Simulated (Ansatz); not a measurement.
# BClFGeH: what the fields show

Input

```
crystal:
  periodic: [false, false, false]
  atoms:
    - {symbol: B, position_ang: [-0.075728, 2.208834, -0.865435]}
    - {symbol: Cl, position_ang: [-1.582652, 2.744044, -1.645006]}
    - {symbol: F, position_ang: [0.931110, 1.899187, -1.662399]}
    - {symbol: Ge, position_ang: [-0.139481, 2.272444, 1.230235]}
    - {symbol: H, position_ang: [-0.706779, 0.782444, 1.204924]}
basis:
  gaussian:
    orbitals: def2-TZVPD
hamiltonian:
  xc: pbe0
output: {forces: true, orbitals: {seedname: orbitals}}
```

Command:

```sh
ansatz run input.yaml --threads 1 --pin off --max-ram 2610MiB --events-out events.jsonl --progress --plain --runs-dir runs
```

Geometry: PBE0-D3(BJ)/pcseg-1.

Method: isolated molecule in a Gaussian basis; Kohn-Sham density functional theory, functional PBE0 (Ansatz).

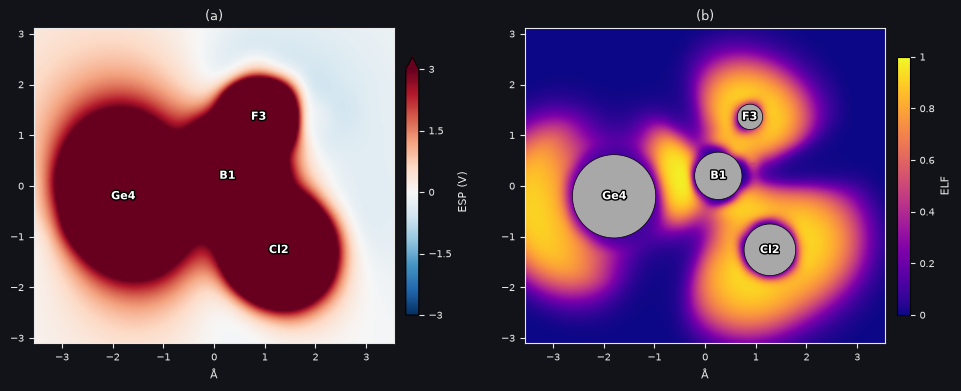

Figure 1. (a) electrostatic potential; (b) ELF on the plane of atoms Cl2, B1 and F3. Grey discs cover the atomic cores in the ELF map.

**What do the fields say about this system?**

- Atoms in the plane: B, Cl, F and Ge.
- B–F (1.32 Å): the ELF peaks at about 0.85 between the atoms: a shared but strongly polarised pair.
- B–Cl (1.78 Å): the ELF peaks at about 0.90 between the atoms; a polar covalent bond.
- Ge–B (2.10 Å): the ELF peaks at about 1 in the valence shell of B, 0.8 Å from its nucleus, and is about 0.85 at the midpoint.
- The ELF also peaks beside Cl2 and F3, away from the bonds: lone-pair regions.
- Outside the dense part of the molecule the potential is most negative (−0.6 V) near F3.

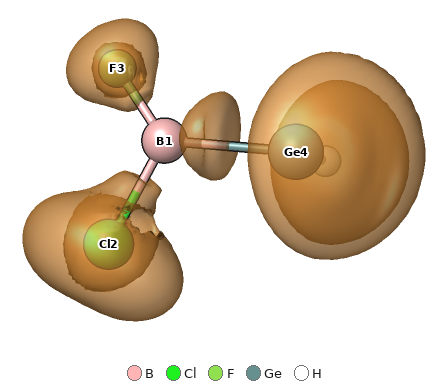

Figure 2. Isosurface of the ELF at 0.8 (orange), seen at a tilt. Core shells and regions of very low density are left out.

**Where are the electrons localised?**

The surface consists of one region around a hydrogen nucleus, one lobe of the valence shell of B pointing towards Ge (polar bonds), one region on Cl in which the atom's valence shell and bonds are merged, one region on F in which the atom's valence shell and bonds are merged and one lobe on Ge, pointing away from the bonds (lone pairs).

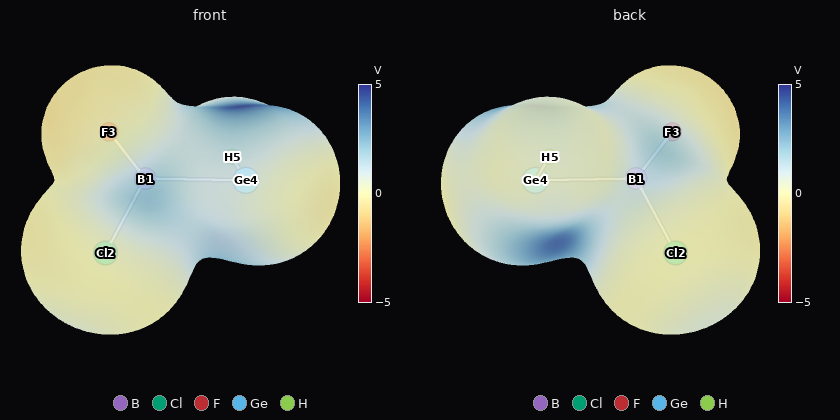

Figure 3. The electrostatic potential painted on the density surface at 0.004 e/bohr³, seen from the front and from behind; the colour scale runs from red (negative) to blue (positive).

**Describe the electrostatic potential map.**

The most negative region (about −0.5 V, or −12 kcal/mol for a unit charge) lies over F3, the most positive (about +4.3 V, or +99 kcal/mol for a unit charge) over Ge4. Cl2 shows a σ-hole: about +0.6 V, or +14 kcal/mol for a unit charge at the tip opposite its bond, against about 0.0 V on its flanks.

**How polar is the molecule by this calculation?**

Its dipole moment is 0.99 D.
